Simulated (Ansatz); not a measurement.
Consider Li2Hf2O.

The calculation's input:

```
crystal:
  lattice:
    - [-1.8813007649, 1.8813007649, 7.2298970385]
    - [1.8813007649, -1.8813007649, 7.2298970385]
    - [1.8813007649, 1.8813007649, -7.2298970385]
  atoms:
    - { symbol: Li, position: [0.4250234126, 0.4250234126, 0.0] }
    - { symbol: Li, position: [0.5749765874, 0.5749765874, 0.0] }
    - { symbol: Hf, position: [0.75, 0.25, 0.5] }
    - { symbol: Hf, position: [0.25, 0.75, 0.5] }
    - { symbol: O, position: [0.0, 0.0, 0.0] }
basis:
  ecutwfc: 420
kpoints:
  mp_grid: { grid: [14, 14, 14] }
hamiltonian:
  xc: pbe
scf:
  occupations: { method: gaussian, width: 0.1 }
output:
  forces: true
  stress: true
  eigenvalues: true
  write_density: true
  write_potential: true
  elf: true
  volumetric_format: npy
relax:
  adjacent_minimum: "off"
  f_tol: 0.01
  max_steps: 80
  cell: { stress_tol: 0.05 }
```

Run with:

```sh
ansatz run input.yaml --threads 1 --pin off --max-ram 2560MiB --backend cpu --events-out ev --progress --plain --runs-dir out
```

Below, planes, directions and counts refer to the conventional cell (a = 3.76 Å, b = 3.76 Å, c = 14.51 Å, α = 90.00°, β = 90.00°, γ = 90.00°).

The fields are those of the run's last geometry, not of the input's.

Space group I4/mmm; a structure generated by program, which may or may not match a known phase.

Computed with Ansatz 0.2.0, DFT PBE, scalar-relativistic, plane waves, PAW.

### What will maps of the valence pseudo-density and electron localisation function show?

Li–Li (2.17 Å): the density is about 0.02 e/Å³ at the midpoint; the ELF is about 0 at the midpoint; no localised pair shows between them.

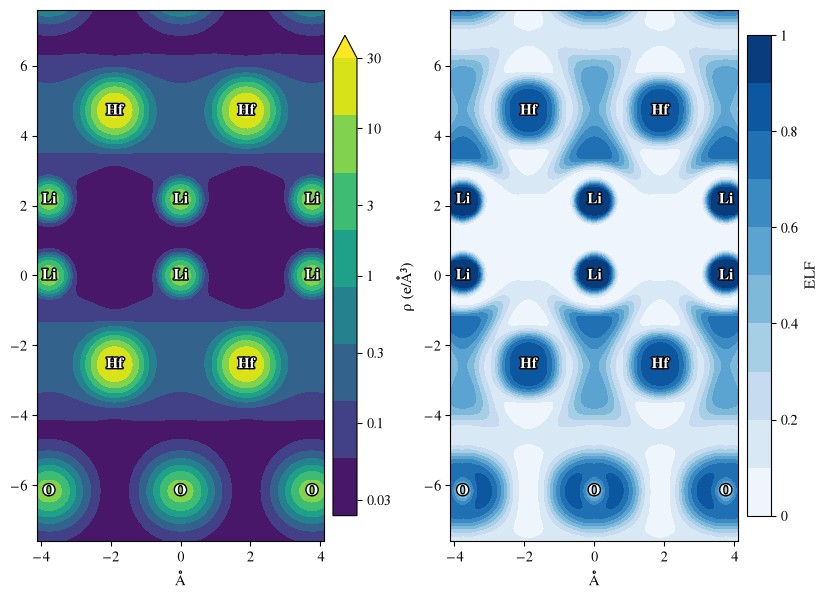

Computed valence pseudo-density and electron localisation function on the (010) plane of the conventional cell, in this order. 

The density is the valence pseudo-density of a PAW calculation; it isn't the true density close to the nuclei.
